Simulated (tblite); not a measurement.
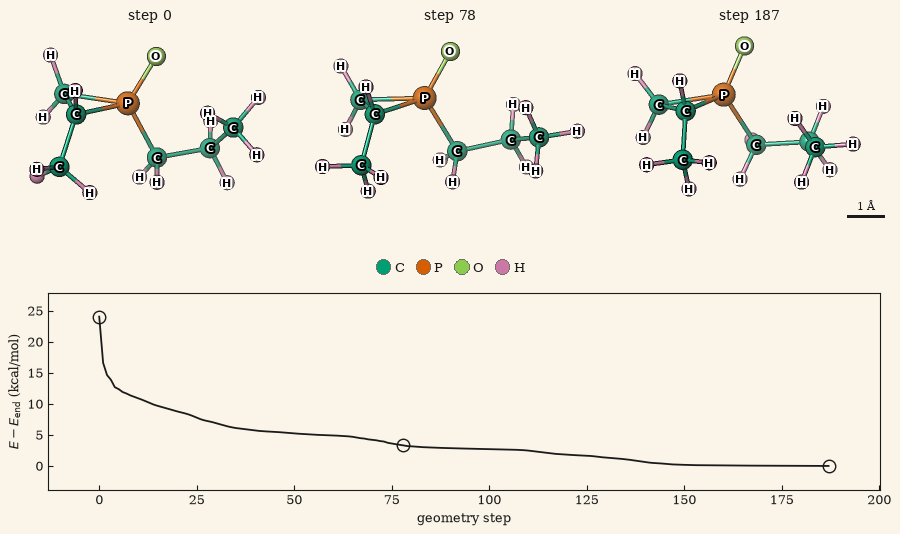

Frames of a relaxation of C₆H₁₃OP, marked on the history of the run. A ball-and-stick model, seen at a tilt.

All numbers below come from GFN2-xTB geometry optimisation, gas phase in tblite. 

### Describe the path.

The atom that moves furthest after the best rigid fit is an H atom (1.70 Å). Largest moves by element: H 1.70 Å, C 0.83 Å, O 0.80 Å, P 0.47 Å. Near-neighbour distances that change, for instance: C–P 1.771 → 1.836 Å, C–C 1.506 → 1.565 Å, C–H 1.137 → 1.082 Å, O–P 1.521 → 1.469 Å. Bond angles that change, for instance: P–C–C 117.0° → 126.8°, C–P–C 121.4° → 112.3°, P–C–H 115.5° → 106.7°. Groups turn about C–P by about 55°, C–C by about 50°, C–C by about 40°. After 187 geometry steps the energy has fallen by 24.1 kcal/mol. The run took 1.5 s on 1 thread of Arm Neoverse V1 (shared host). From step 0 to 78: an H atom moves most (1.27 Å), energy −20.8 kcal/mol. From step 78 to 187: an H atom moves most (1.07 Å), energy −3.30 kcal/mol.

```
step  E − E(0), kcal/mol
   0                0.00
   1               -7.45
   2               -9.41
   3              -10.18
   4              -11.37
   5              -11.69
   6              -12.15
   7              -12.39
   8              -12.70
   9              -12.93
  10              -13.16
  19              -15.10
  29              -17.00
  38              -18.17
  47              -18.65
  57              -19.07
  66              -19.48
  75              -20.44
  85              -21.07
  94              -21.26
 103              -21.38
 112              -21.74
 122              -22.32
 131              -22.76
 140              -23.43
 150              -23.88
 159              -23.97
 168              -24.01
 178              -24.03
 187              -24.06
```
